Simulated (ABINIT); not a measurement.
# Quasiparticle gap of SiC (P6_3mc) in ABINIT, part 2 of 3

Wanted: ground state, empty states, screening and self-energy for SiC (P6_3mc).

ABINIT 10.8.3; PBE and many-body steps on it, plane waves. Known limits of the many-body steps: not at the basis limit.

So far. Step 2 (Ground state): The gap is indirect, with the least direct gap 1.71 eV higher.

## (3) Bands along the symmetry lines

Level of this step: DFT, PBE, plane waves, norm-conserving pseudopotentials (ABINIT).

The cheap functional maps the bands first; the places of the edges decide which points the dearer methods must see.

Input file run.abi:

```
acell 3*1.0 Angstrom
rprim 
  3.073513928196 0.000000000001 0.000000000000
  -1.536756964099 2.661741140703 0.000000000000
  0.000000000000 0.000000000000 5.045247710000
ntypat 2
znucl 14 6
natom 4
typat 1 1 2 2
xred 
  0.333333333333 0.666666666667 0.499602400000
  0.666666666667 0.333333333333 0.999602400000
  0.333333333333 0.666666666667 0.875397600000
  0.666666666667 0.333333333333 0.375397600000
pp_dirpath "pseudos"
pseudos "Si.upf, C.upf"
ecut 37
iscf -2
irdden 1
kptopt 0
nkpt 75
kpt 
  0.00000000 0.00000000 0.00000000
  0.06250000 0.00000000 0.00000000
  0.12500000 0.00000000 0.00000000
  0.18750000 0.00000000 0.00000000
  0.25000000 0.00000000 0.00000000
  0.31250000 0.00000000 0.00000000
  0.37500000 0.00000000 0.00000000
  0.43750000 0.00000000 0.00000000
  0.50000000 0.00000000 0.00000000
  0.47916667 0.04166667 0.00000000
  0.45833333 0.08333333 0.00000000
  0.43750000 0.12500000 0.00000000
  0.41666666 0.16666666 0.00000000
  0.39583333 0.20833333 0.00000000
  0.37500000 0.25000000 0.00000000
  0.35416666 0.29166666 0.00000000
  0.33333333 0.33333333 0.00000000
  0.29166666 0.29166666 0.00000000
  0.25000000 0.25000000 0.00000000
  0.20833333 0.20833333 0.00000000
  0.16666666 0.16666666 0.00000000
  0.12500000 0.12500000 0.00000000
  0.08333333 0.08333333 0.00000000
  0.04166667 0.04166667 0.00000000
  0.00000000 0.00000000 0.00000000
  0.00000000 0.00000000 0.06250000
  0.00000000 0.00000000 0.12500000
  0.00000000 0.00000000 0.18750000
  0.00000000 0.00000000 0.25000000
  0.00000000 0.00000000 0.31250000
  0.00000000 0.00000000 0.37500000
  0.00000000 0.00000000 0.43750000
  0.00000000 0.00000000 0.50000000
  0.06250000 0.00000000 0.50000000
  0.12500000 0.00000000 0.50000000
  0.18750000 0.00000000 0.50000000
  0.25000000 0.00000000 0.50000000
  0.31250000 0.00000000 0.50000000
  0.37500000 0.00000000 0.50000000
  0.43750000 0.00000000 0.50000000
  0.50000000 0.00000000 0.50000000
  0.47916667 0.04166667 0.50000000
  0.45833333 0.08333333 0.50000000
  0.43750000 0.12500000 0.50000000
  0.41666666 0.16666666 0.50000000
  0.39583333 0.20833333 0.50000000
  0.37500000 0.25000000 0.50000000
  0.35416666 0.29166666 0.50000000
  0.33333333 0.33333333 0.50000000
  0.29166666 0.29166666 0.50000000
  0.25000000 0.25000000 0.50000000
  0.20833333 0.20833333 0.50000000
  0.16666666 0.16666666 0.50000000
  0.12500000 0.12500000 0.50000000
  0.08333333 0.08333333 0.50000000
  0.04166667 0.04166667 0.50000000
  0.00000000 0.00000000 0.50000000
  0.50000000 0.00000000 0.50000000
  0.50000000 0.00000000 0.43750000
  0.50000000 0.00000000 0.37500000
  0.50000000 0.00000000 0.31250000
  0.50000000 0.00000000 0.25000000
  0.50000000 0.00000000 0.18750000
  0.50000000 0.00000000 0.12500000
  0.50000000 0.00000000 0.06250000
  0.50000000 -0.00000000 0.00000000
  0.33333333 0.33333333 0.50000000
  0.33333333 0.33333333 0.43750000
  0.33333333 0.33333333 0.37500000
  0.33333333 0.33333333 0.31250000
  0.33333333 0.33333333 0.25000000
  0.33333333 0.33333333 0.18750000
  0.33333333 0.33333333 0.12500000
  0.33333333 0.33333333 0.06250000
  0.33333333 0.33333333 0.00000000
istwfk *1
nband 15
nbdbuf 2
tolwfr 1e-08
nstep 40
prtwf 0
prtvol 0
indata_prefix "in"
outdata_prefix "out"
tmpdata_prefix "tmp"
```

Run with:

```sh
$ OMP_NUM_THREADS=1 mpirun -n 8 abinit run.abi > log
```

Numbers of over 12 decimals in the logs are rounded to 6 here.

What it wrote:

```text
.Version 10.8.3 of ABINIT. v10.8.2 released Aug 2026.

 Symmetries : space group P6_3 m c (#186); Bravais hP (primitive hexag.)
[... echo of the input left out ...]
== DATASET  1 ==================================================================
-   mpi_nproc: 8, omp_nthreads: 1 (-1 if OMP is not activated)

--- !DatasetInfo
iteration_state: {dtset: 1, }
dimensions: {natom: 4, nkpt: 75, mband: 15, nsppol: 1, nspinor: 1, nspden: 1, mpw: 3024, }
cutoff_energies: {ecut:  37.0, pawecutdg:  -1.0, }
electrons: {nelect:   1.60000000E+01, charge:   0.00000000E+00, occopt:   1.00000000E+00, tsmear:   1.00000000E-02, }

 Real(R)+Recip(G) space primitive vectors, cartesian coordinates (Bohr,Bohr^-1):
 R(1)=  5.8080996  0.0000000  0.0000000  G(1)=  0.1721734  0.0994043  0.0000000
 R(2)= -2.9040498  5.0299618  0.0000000  G(2)=  0.0000000  0.1988087  0.0000000
 R(3)=  0.0000000  0.0000000  9.5341364  G(3)=  0.0000000  0.0000000  0.1048863
 Unit cell volume ucvol=  2.7853521E+02 bohr^3
 Angles (23,13,12)=  9.00000000E+01  9.00000000E+01  1.20000000E+02 degrees

 getcut: wavevector=  0.0000  0.0000  0.0000  ngfft=  32  32  54
         ecut(hartree)=     37.000   => boxcut(ratio)=   2.01210

--- Pseudopotential description ------------------------------------------------
- Si Generated using ONCVPSP code by D. R. Hamann
- 14.00000   4.00000  171031                  znucl, zion, pspdat
12 -101130 2 -1 1510                          pspcod,pspxc,lmax,lloc,mmax
     nproj     2     2     2
  pspatm : epsatm=    9.34321561
         --- l  ekb(1:nproj) -->
             0    5.168965    0.829883
             1    2.571282    0.578307
             2   -2.427311   -0.488097
 pspatm: atomic psp has been read  and splines computed

- C Generated using ONCVPSP code by D. R. Hamann
-  6.00000   4.00000  171031                  znucl, zion, pspdat
12 -101130 1 -1 1248                          pspcod,pspxc,lmax,lloc,mmax
     nproj     2     2     0
  pspatm : epsatm=    4.31346680
         --- l  ekb(1:nproj) -->
[...]
pspatm: atomic psp has been read  and splines computed

--------------------------------------------------------------------------------

================================================================================
 prteigrs : about to open file out_EIG
 Non-SCF case, kpt    1 (  0.00000  0.00000  0.00000), residuals and eigenvalues=
  2.52E-09  6.76E-09  9.65E-09  2.15E-09  7.33E-09  4.75E-09  2.52E-09  8.15E-09
  4.37E-09  5.05E-09  2.54E-09  5.69E-09  6.22E-09  7.21E-09  7.81E-09
 -3.1539E-01 -1.8408E-01 -6.2808E-02  2.0921E-01  2.0921E-01  2.5351E-01
  2.5768E-01  2.5768E-01  4.3483E-01  4.8624E-01  5.0324E-01  5.0324E-01
[...]
Non-SCF case, kpt    2 (  0.06250  0.00000  0.00000), residuals and eigenvalues=
  2.65E-09  2.22E-09  3.24E-09  5.88E-09  4.61E-09  4.15E-09  9.65E-09  8.02E-09
[...]
Non-SCF case, kpt   74 (  0.33333  0.33333  0.06250), residuals and eigenvalues=
[...]
Non-SCF case, kpt   75 (  0.33333  0.33333  0.00000), residuals and eigenvalues=
[...]
-1.4978E-01 -1.4978E-01  9.4070E-03  2.7314E-02  2.7314E-02  1.0872E-01
  1.0872E-01  1.1650E-01  3.4129E-01  5.5836E-01  5.8348E-01  5.8348E-01
[...]
--- !ResultsGS
iteration_state: {dtset: 1, }
comment   : Summary of ground state results
lattice_vectors:
- [  5.8080996,   0.0000000,   0.0000000, ]
- [ -2.9040498,   5.0299618,   0.0000000, ]
- [  0.0000000,   0.0000000,   9.5341364, ]
lattice_lengths: [   5.80810,    5.80810,    9.53414, ]
lattice_angles: [ 90.000,  90.000, 120.000, ] # degrees, (23, 13, 12)
lattice_volume:   2.7853521E+02
convergence: {deltae:  0.000E+00, res2:  0.000E+00, residm:  9.976E-09, diffor:  0.000E+00, }
etotal    :  -2.05387368E+01
entropy   :   0.00000000E+00
fermie    :   2.57677472E-01
cartesian_stress_tensor: null
pressure_GPa: null
xred      :
- [  3.3333E-01,   6.6667E-01,   4.9960E-01, Si]
- [  6.6667E-01,   3.3333E-01,   9.9960E-01, Si]
- [  3.3333E-01,   6.6667E-01,   8.7540E-01,  C]
- [  6.6667E-01,   3.3333E-01,   3.7540E-01,  C]
cartesian_forces: null
force_length_stats: {min: null, max: null, mean: null, }

 Integrated electronic density in atomic spheres:
 ------------------------------------------------
 Atom  Sphere_radius  Integrated_density
[...]
================================================================================

 ----iterations are completed or convergence reached----

 Mean square residual over all n,k,spin=   52.777E-10; max=  99.759E-10
 reduced coordinates (array xred) for    4 atoms
[...]
0.333333333333      0.666666666667      0.875397600000
       0.666666666667      0.333333333333      0.375397600000

 cartesian coordinates (angstrom) at end:
    1     -6.7e-13     1.774494     2.520618
    2      1.536757     0.887247     5.043242
    3     -6.7e-13     1.774494     4.416598
    4      1.536757     0.887247     1.893974
 length scales=  1.889726125908  1.889726125908  1.889726125908 bohr
              =  1.000000000000  1.000000000000  1.000000000000 angstroms
 prteigrs : about to open file out_EIG
 Eigenvalues (hartree) for nkpt=  75  k points:
 kpt#   1, nband= 15, wtk=  1.00000, kpt=  0.0000  0.0000  0.0000 (reduced coord)
[...]
kpt#   2, nband= 15, wtk=  1.00000, kpt=  0.0625  0.0000  0.0000 (reduced coord)
[...]
kpt#   3, nband= 15, wtk=  1.00000, kpt=  0.1250  0.0000  0.0000 (reduced coord)
[...]
kpt#  74, nband= 15, wtk=  1.00000, kpt=  0.3333  0.3333  0.0625 (reduced coord)
  -0.14943   -0.14943    0.01007    0.02395    0.02395    0.11297    0.11297    0.11460
   0.34448    0.55781    0.57151    0.57151    0.61901    0.61901    0.68683
 kpt#  75, nband= 15, wtk=  1.00000, kpt=  0.3333  0.3333  0.0000 (reduced coord)
  -0.14978   -0.14978    0.00941    0.02731    0.02731    0.10872    0.10872    0.11650
   0.34129    0.55836    0.58348    0.58348    0.61314    0.61314    0.68177

== END DATASET(S) ==============================================================
================================================================================

 -outvars: echo values of variables after computation  --------
            nband          15
             nkpt          75
          spgroup         186
 [... the other variables as echoed above ...]

 Calculation completed.
```

It took 6.5 s on 8 MPI ranks of Arm Neoverse V2, shared host; peak memory 0.51 GiB.

This step gave:

```
gap                        : 2.275 eV
k of the valence top       : 0, 0, 0
k of the conduction bottom : 0.3333, 0.3333, 0
least direct gap           : 3.985 eV
```

The gap is 2.275 eV, as in the run before at this level.

The electronic bands at the labelled points (eV, zero at the top of the highest filled band; v1 is the highest filled band, c1 the lowest empty one):

| point | v4 | v3 | v2 | v1 | c1 | c2 | c3 | c4 |
| --- | --- | --- | --- | --- | --- | --- | --- | --- |
| Γ | -1.32 | -0.11 | 0.00 | 0.00 | 4.82 | 6.22 | 6.68 | 6.68 |
| M | -5.45 | -3.33 | -3.30 | -1.20 | 2.79 | 4.23 | 6.90 | 7.14 |
| K | -6.27 | -4.05 | -4.05 | -3.84 | 2.28 | 8.18 | 8.87 | 8.87 |
| Γ | -1.32 | -0.11 | 0.00 | 0.00 | 4.82 | 6.22 | 6.68 | 6.68 |
| A | -0.71 | -0.71 | -0.71 | -0.71 | 5.91 | 5.91 | 7.37 | 7.37 |
| L | -2.45 | -2.45 | -2.34 | -2.34 | 3.29 | 3.29 | 5.27 | 5.27 |
| H | -5.66 | -5.66 | -1.74 | -1.74 | 5.08 | 5.08 | 6.02 | 6.02 |
| A | -0.71 | -0.71 | -0.71 | -0.71 | 5.91 | 5.91 | 7.37 | 7.37 |
| jump to L | -2.45 | -2.45 | -2.34 | -2.34 | 3.29 | 3.29 | 5.27 | 5.27 |
| M | -5.45 | -3.33 | -3.30 | -1.20 | 2.79 | 4.23 | 6.90 | 7.14 |
| jump to H | -5.66 | -5.66 | -1.74 | -1.74 | 5.08 | 5.08 | 6.02 | 6.02 |
| K | -6.27 | -4.05 | -4.05 | -3.84 | 2.28 | 8.18 | 8.87 | 8.87 |

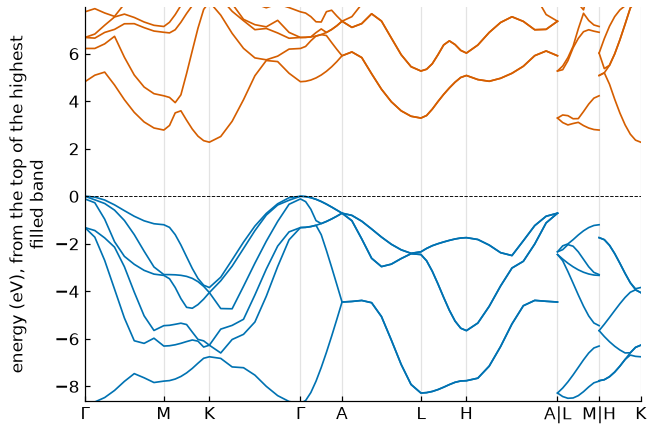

Electronic bands along the path; lines of filled and empty bands in two colours.

## (4) Empty states on the mesh, 6×6×4 mesh, 83 bands

The sums over transitions need many empty states on a uniform mesh; this step solves for them.

Input file run.abi:

```
acell 3*1.0 Angstrom
rprim 
  3.073513928196 0.000000000001 0.000000000000
  -1.536756964099 2.661741140703 0.000000000000
  0.000000000000 0.000000000000 5.045247710000
ntypat 2
znucl 14 6
natom 4
typat 1 1 2 2
xred 
  0.333333333333 0.666666666667 0.499602400000
  0.666666666667 0.333333333333 0.999602400000
  0.333333333333 0.666666666667 0.875397600000
  0.666666666667 0.333333333333 0.375397600000
pp_dirpath "pseudos"
pseudos "Si.upf, C.upf"
ecut 37
ngkpt 6 6 4
nshiftk 1
shiftk 0 0 0
kptopt 1
chksymbreak 0
irdden 1
istwfk *1
nband 83
prtvol 0
optdriver 6
gwr_task "HDIAGO"
paral_kgb 0
occopt 1
indata_prefix "in"
outdata_prefix "out"
tmpdata_prefix "tmp"
```

What it wrote:

```text
[banner, memory and clock lines left out]
.Version 10.8.3 of ABINIT. v10.8.2 released Aug 2026.

 Symmetries : space group P6_3 m c (#186); Bravais hP (primitive hexag.)
[... echo of the input left out ...]
== DATASET  1 ==================================================================
-   mpi_nproc: 8, omp_nthreads: 1 (-1 if OMP is not activated)

--- !DatasetInfo
iteration_state: {dtset: 1, }
dimensions: {natom: 4, nkpt: 21, mband: 83, nsppol: 1, nspinor: 1, nspden: 1, mpw: 3015, }
cutoff_energies: {ecut:  37.0, pawecutdg:  -1.0, }
electrons: {nelect:   1.60000000E+01, charge:   0.00000000E+00, occopt:   1.00000000E+00, tsmear:   1.00000000E-02, }

.Using double precision arithmetic; gwpc =  8

- Reading GS density from: in_DEN

--- Pseudopotential description ------------------------------------------------
- Si Generated using ONCVPSP code by D. R. Hamann
- 14.00000   4.00000  171031                  znucl, zion, pspdat
12 -101130 2 -1 1510                          pspcod,pspxc,lmax,lloc,mmax
     nproj     2     2     2
  pspatm : epsatm=    9.34321561
         --- l  ekb(1:nproj) -->
             0    5.168965    0.829883
             1    2.571282    0.578307
             2   -2.427311   -0.488097
 pspatm: atomic psp has been read  and splines computed

- C Generated using ONCVPSP code by D. R. Hamann
-  6.00000   4.00000  171031                  znucl, zion, pspdat
12 -101130 1 -1 1248                          pspcod,pspxc,lmax,lloc,mmax
     nproj     2     2     0
  pspatm : epsatm=    4.31346680
         --- l  ekb(1:nproj) -->
             0    6.481548    0.385504
             1   -4.199961   -0.877517
 pspatm: atomic psp has been read  and splines computed

   4.37013837E+02                                ecore*ucvol(ha*bohr**3)

 Total charge density [el/Bohr^3]
)     Maximum=    2.8030E-01  at reduced coord.    0.4063    0.7813    0.9074
)     Minimum=    1.9153E-03  at reduced coord.    0.6563    0.3125    0.0000
   Integrated=    1.6000E+01

 === KS gaps after direct diagonalization ===
 Indirect band gap semiconductor
 Fundamental gap:     2.275 (eV)
   VBM:     7.012 (eV) at k: [ 0.0000E+00,  0.0000E+00,  0.0000E+00]
   CBM:     9.287 (eV) at k: [ 3.3333E-01,  3.3333E-01,  0.0000E+00]
 Direct gap:         3.985 (eV) at k: [ 5.0000E-01,  0.0000E+00,  0.0000E+00]

== END DATASET(S) ==============================================================

 -outvars: echo values of variables after computation  --------
           etotal      0.0000000000E+00
            nband          83
             nkpt          21
          spgroup         186
 [... the other variables as echoed above ...]

 Calculation completed.
```

It took 50 s on 8 MPI ranks; peak memory 4.3 GiB.

This step gave:

| Quantity | Value |
| --- | --- |
| gap | 2.275 eV |
| k of the valence top | 0, 0, 0 |
| k of the conduction bottom | 0.3333, 0.3333, 0 |
| least direct gap | 3.985 eV |
| k points computed | 21 |
| lowest point of the top converged band, above the valence top | 65.7156 eV |

On this mesh the gap is 2.275 eV.

## (5) Screening, 6×6×4 mesh, 75 bands, screening to 136.1 eV

The RPA dielectric matrix is built and inverted for each q.

This step: RPA screening on PBE, plane waves, norm-conserving pseudopotentials.

Changes to run.abi since step 4:

```diff
@@ -22,10 +22,11 @@
 chksymbreak 0
-irdden 1
 istwfk *1
-nband 83
-prtvol 0
-optdriver 6
-gwr_task "HDIAGO"
-paral_kgb 0
 occopt 1
+irdwfk 1
+optdriver 3
+nband 75
+ecuteps 5
+inclvkb 2
+awtr 1
+symchi 1
 indata_prefix "in"
```

What it wrote:

```text
.Version 10.8.3 of ABINIT. v10.8.2 released Aug 2026.

 Symmetries : space group P6_3 m c (#186); Bravais hP (primitive hexag.)
[... echo of the input left out ...]
== DATASET  1 ==================================================================
-   mpi_nproc: 8, omp_nthreads: 1 (-1 if OMP is not activated)

--- !DatasetInfo
iteration_state: {dtset: 1, }
dimensions: {natom: 4, nkpt: 21, mband: 75, nsppol: 1, nspinor: 1, nspden: 1, mpw: 3015, }
cutoff_energies: {ecut:  37.0, pawecutdg:  -1.0, }
electrons: {nelect:   1.60000000E+01, charge:   0.00000000E+00, occopt:   1.00000000E+00, tsmear:   1.00000000E-02, }

 SCREENING: Calculation of the susceptibility and dielectric matrices

 Based on a program developped by R.W. Godby, V. Olevano, G. Onida, and L. Reining.
 Incorporated in ABINIT by V. Olevano, G.-M. Rignanese, and M. Torrent.
.Using double precision arithmetic ; gwpc =  8

[... cell and pseudopotentials left out ...]
--------------------------------------------------------------------------------

 ==== K-mesh for the wavefunctions ====
 Number of points in the irreducible wedge :    21
[... list of points left out ...]
 Together with 12 symmetry operations and time-reversal symmetry
 yields   144 points in the full Brillouin Zone.

 ==== Q-mesh for the screening function ====
 Number of points in the irreducible wedge :    21
[... list of points left out ...]
 Together with 12 symmetry operations and time-reversal symmetry
 yields   144 points in the full Brillouin Zone.

 setmesh: FFT mesh size selected  =    20x   20x   36
          total number of points  =        14400

 vcoul_init : cutoff-mode = AUXILIARY_FUNCTION
 q-points for optical limit:   1
     1)      0.000010    0.000020    0.000030

- screening: taking advantage of time-reversal symmetry
- Maximum band index for partially occupied states nbvw = 8
- Remaining bands to be divided among processors   nbcw = 67
- Number of bands treated by each node ~8

 Number of electrons calculated from density =   16.0000; Expected =   16.0000
 average of density, n =  0.057443
 r_s =    1.6078
 omega_plasma =   23.1193 [eV]

 calculating chi0 at frequencies [eV] :
  1    0.000000E+00    0.000000E+00
  2    0.000000E+00    2.311935E+01

--------------------------------------------------------------------------------
  q-point number  1        q = ( 0.000000, 0.000000, 0.000000) [r.l.u.]
--------------------------------------------------------------------------------
[... chi0 elements left out ...]
 For q-point:  0.000010 0.000020 0.000030
  dielectric constant =   6.8605
  dielectric constant without local fields =   7.5065

  Average fulfillment of the sum rule on Im[epsilon] for q-point    1 :     77.62  [%]
[... wings left out ...]
  q-point number  2        q = ( 0.166667, 0.000000, 0.000000) [r.l.u.]
--------------------------------------------------------------------------------
[... chi0 elements left out ...]
  Average fulfillment of the sum rule on Im[epsilon] for q-point    2 :     88.17  [%]

 [... 19 further q-points ...]
```

The job ended after 24 s (8 MPI ranks; peak memory 1.4 GiB).

This step gave:

```
ε∞ with local fields, on this mesh, along the program's q direction : 6.861
the same without local fields                                       : 7.506
plasma frequency                                                    : 23.12 eV
plane waves in the screening matrix                                 : 135
```

Local fields lower ε∞ by 9 %.

(Continued in part 3 of 3.)

[Paths, hosts, dates, memory and timing lines, banners, echoed tables and standing remarks are left out of the program output.]

[Logs are printed without paths, hosts, clocks, repeated set-up lines and the standing remarks that a program may print on its own settings, such as how far it seeks lower states.]

[Runs of the session that timed out or met a known fault of the program may be left out.]

[Hosts, paths, dates, database ids (printed as entryN), source tags and the programs' standing remarks are cut or masked in the printed files.]

[G0W0 gaps are taken among the corrected bands and points alone; a level outside them can change the order at an edge.]

[Where Ansatz stands beside ABINIT at settings called matched, ABINIT's density can come from a denser mesh and the files from another edition; pairs whose starting gaps differed by over 0.03 eV were left out, so agreement reads better than it is.]
